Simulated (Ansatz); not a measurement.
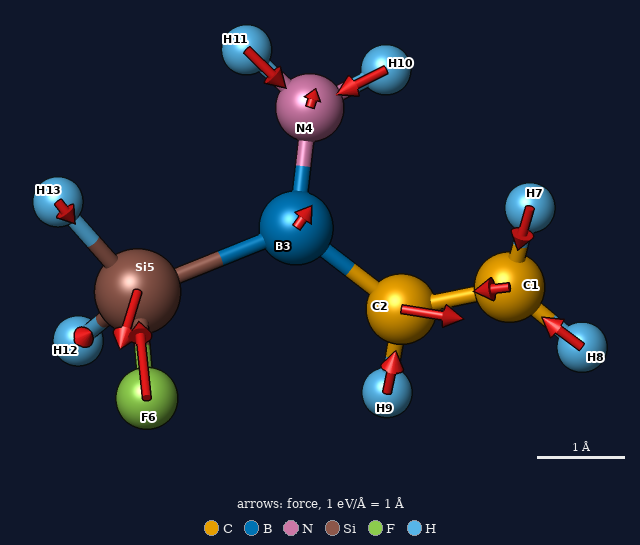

Starting geometry of C$_{2}$H$_{7}$BFNSi with the computed forces as red arrows. A ball-and-stick model, seen face on.

The start comes from PBE-D4/def2-SVP.

Theory: RKS PBE0-D4/def2-TZVP (Ansatz 0.2.0). Set-up: force threshold 0.005 eV/Å; at most 150 steps.

What follows when this structure is relaxed?

Answer. It isn't relaxed: the largest force vector, on F6, is 1.20 eV/Å. The final displacements follow the starting forces only in part (cosine between the two patterns 0.51). The energy falls by 0.076 eV in 8 geometry steps. The largest force component goes from 0.96 to 0.0041 eV/Å. H7 moves most after the best rigid fit: 0.059 Å. Largest moves by element: H 0.059 Å, F 0.040 Å, C 0.024 Å, N 0.017 Å, Si 0.016 Å, B 0.010 Å. Among the contacts that change: Si5–F6 1.653 → 1.611 Å, Si5–H12 1.512 → 1.492 Å, C1–C2 1.353 → 1.334 Å, C1–H7 1.105 → 1.087 Å. Cost: 47 s on 4 threads of Arm Neoverse V1, on a shared host.
